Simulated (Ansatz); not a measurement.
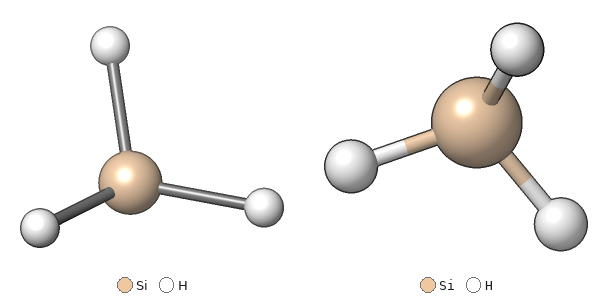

Two views of one molecule.

Charge 0, doublet.

Description:

It has 4 atoms: 1 silicon and 3 hydrogen (SiH3). The point group is C3v. It is an open-shell species. Coordination: 1 Si trigonal pyramidal.

More results for the same structure follow; atom numbers are the same in all pictures, views and colours differ. Computed geometry: PBE0-D4/def2-TZVP optimisation.

## Thermal motion

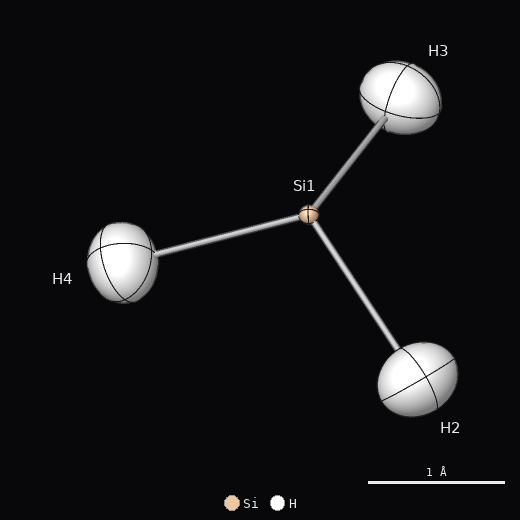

Displacement ellipsoids at the 50 % level, enlarged 2 times, from the internal vibrations of the free molecule (harmonic, no overall translation or rotation; no half-axis is drawn under 0.075 Å). Vibrations computed with UKS PBE0-D4/def2-TZVP (Ansatz 0.2.0). Temperature: 0 K (zero-point motion alone).

> Which atom has the largest mean-square displacement?

H2, H3, H4, with U_eq = 0.0085 Å².

List U_eq and the three principal root-mean-square amplitudes for each kind of atom.

```csv
atom,U_eq (Å²),rms amplitudes (Å)
Si1,0.00005,"0.006, 0.006, 0.009"
"H2, H3, H4",0.0085,"0.085, 0.088, 0.103"
```

## Electronic properties

Properties computed with UHF-CCSD(T), frozen core/def2-TZVPP (Ansatz 0.2.0).

Predict the main results.

- ⟨S²⟩ of the determinant: 0.755
- T1 diagnostic: 0.015

## Charges

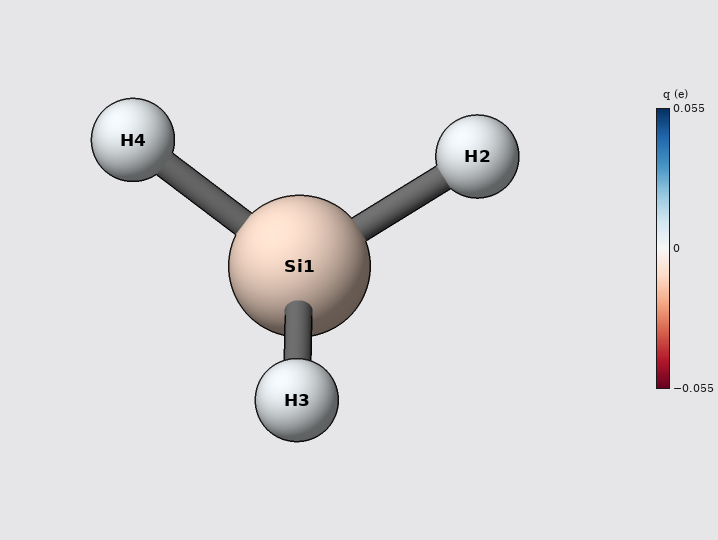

Atoms are coloured by their Mulliken charges. Properties computed with UKS PBE0-D4/def2-TZVP (Ansatz 0.2.0).

Give the Mulliken charges atom by atom.

```json
{"atom": "Si1", "value (e)": "−0.01"}
{"atom": "H2", "value (e)": "0.00"}
{"atom": "H3", "value (e)": "0.00"}
{"atom": "H4", "value (e)": "0.00"}
```

Mulliken values depend strongly on the basis set and can even reverse the polarity of a bond.
